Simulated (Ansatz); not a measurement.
Start from BaZrO3 in the cubic perovskite structure (space group Pm-3m, No. 221; a = 4.1806 Å).

Structures relaxed with plane-wave PAW DFT at the PBEsol level (Ansatz, a first-principles code, 420 eV), without spin-orbit coupling.

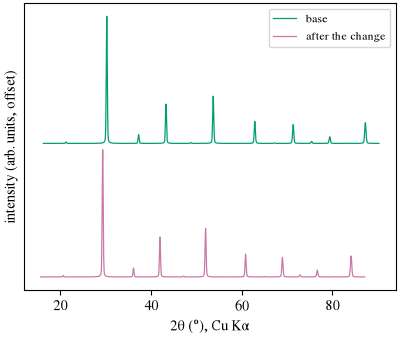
*Simulated powder patterns before (top) and after one change*

Problem. Which change produced these results?
A) isotropic strain +2.40 %
B) isotropic strain +1.80 %
C) isotropic strain +3.00 %
D) isotropic strain +1.20 %

Solution. C, isotropic strain +3.00 %. Its volume per atom is 15.97 Å³ against 14.61 Å³, and its space group is Pm-3m (No. 221).

Stability against distortions was not tested.
